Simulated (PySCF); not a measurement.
# C4H5FO2Si (SMILES O=C1OCC=C1[SiH2]F): what the fields show

```xyz
13

O     0.3898    2.0433    1.2713
C    -0.2334    1.1740    0.7283
O    -1.5874    1.1323    0.6984
C    -2.0167   -0.0096   -0.0117
C    -0.7584   -0.6935   -0.4351
C     0.2957    0.0002   -0.0008
Si    2.1425   -0.2715   -0.1658
F     2.2695   -1.6398   -1.0146
H    -2.6324   -0.6337    0.6466
H    -2.6323    0.3038   -0.8629
H    -0.7636   -1.6054   -1.0021
H     2.7604   -0.5534    1.1181
H     2.7619    0.7537   -0.9875
```

Geometry: GFN2-xTB.

Computed with PySCF, PBE0/pcSseg-1, SCF density, gas phase, non-relativistic.

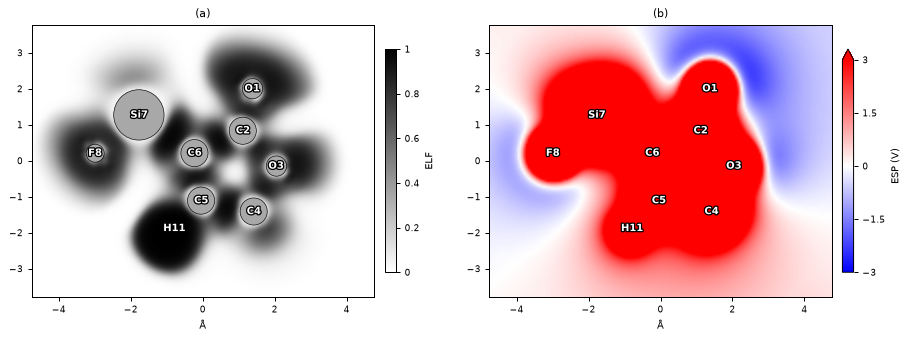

Figure 1. (a) ELF; (b) molecular electrostatic potential on the plane of atoms O3, C4 and C5. Grey discs cover the atomic cores in the ELF map.

What do the fields say about this system?

Answer. Atoms in the plane: O, C, Si, F and H.
C–O (1.20 Å): the ELF peaks at about 0.85 between the atoms; a multiple bond.
C–C (1.33 Å): the ELF peaks at about 0.90 between the atoms: a short, multiple covalent bond.
Si–F (1.62 Å): the ELF peaks at about 0.85 in the valence shell of F, 0.6 Å from its nucleus, and is about 0.50 at the midpoint.
C–Si (1.87 Å): the ELF peaks at about 1 between the atoms; localised, covalent bonding.
C–H (1.07 Å): the ELF climbs to about 1 towards the hydrogen, as it does in any bond to H (a covalent bond by its length).
The ELF also peaks beside F8, O3 and O1, away from the bonds: lone-pair regions.
Outside the dense part of the molecule the potential is most negative (−2.3 V) near O1.

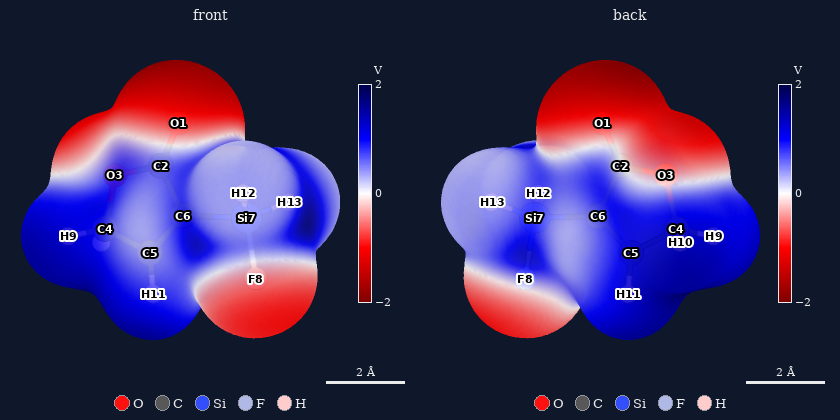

Figure 2. The electrostatic potential painted on the density surface at 0.002 e/bohr³, seen from the front and from behind; red is negative and blue positive.

Where is the surface potential most negative and most positive?

Answer. The most negative region (about −1.9 V) lies over O1, the most positive (about +1.8 V) over C4 and C5. O1 is the likeliest acceptor of a hydrogen bond.

How polar is the molecule by this calculation?

Answer. Its dipole moment is 3.68 D.
